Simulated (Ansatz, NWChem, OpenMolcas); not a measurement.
# How basis sets differ on CBr2F2 (dibromodifluoromethane)

CBr2F2 has 5 atoms, charge 0, and is taken as a singlet. As SMILES, `FC(F)(Br)Br`. The shape is that of a PBE0-D4/def2-TZVP optimisation.

Each level gives the HOMO–LUMO gap (eV). The values are calculated.

| level | kind | program | value (eV) | CPU time |
| --- | --- | --- | --- | --- |
| HF/ANO-RCC-MB (DKH2) | Hartree–Fock | OpenMolcas | 14.12 | 9.1 s |
| HF/STO-3G | Hartree–Fock | Ansatz | 16.09 | 0.6 s |
| HF/3-21G | Hartree–Fock | Ansatz | 13.72 | 1.1 s |
| HF/cc-pVDZ | Hartree–Fock | NWChem | 13.90 | 3.2 min |
| HF/def2-SVP | Hartree–Fock | Ansatz | 14.08 | 7.9 s |

All-electron rows without a relativistic Hamiltonian named are non-relativistic. The values span 13.72 to 16.09 eV. A Hartree–Fock LUMO above zero doesn't converge with the basis: it sinks as sets grow more diffuse. Orbital gaps aren't excitation energies. CPU times are rough (shared hosts, several kinds of processor): they show what a rung costs within a factor of a few.

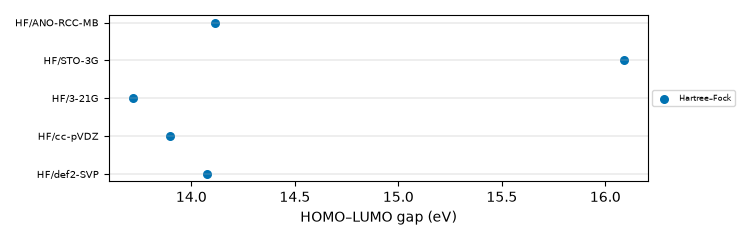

The values of the table, level by level.
